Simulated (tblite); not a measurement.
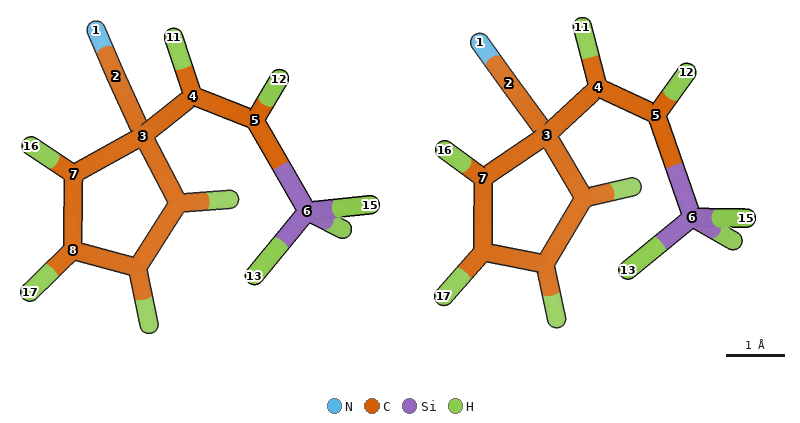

Two geometries of C8H9NSi, drawn at one scale. One is the start of a relaxation, the other its converged end. A stick model, seen at a tilt.

The calculation used GFN2-xTB geometry optimisation, gas phase (tblite 0.8.0). 

**Which of the two is the end point?**

The right one is the relaxed one. The energy falls by 0.272 eV in 119 geometry steps. The largest moves after the best rigid fit, 0.49 Å, are those of H atoms. Largest moves by element: H 0.49 Å, N 0.38 Å, Si 0.28 Å, C 0.23 Å. Among the contacts that change: C–Si 1.818 → 1.885 Å, C–C 1.504 → 1.450 Å, H–Si 1.495 → 1.463 Å, C–C 1.350 → 1.325 Å. Among the angles between lasting bonds that change: C–C–C 132.1° → 125.5°, C–C–H 115.2° → 120.7°, Si–C–H 110.5° → 115.6°. The run took 1.7 s on 1 thread of Arm Neoverse N1 (shared host).
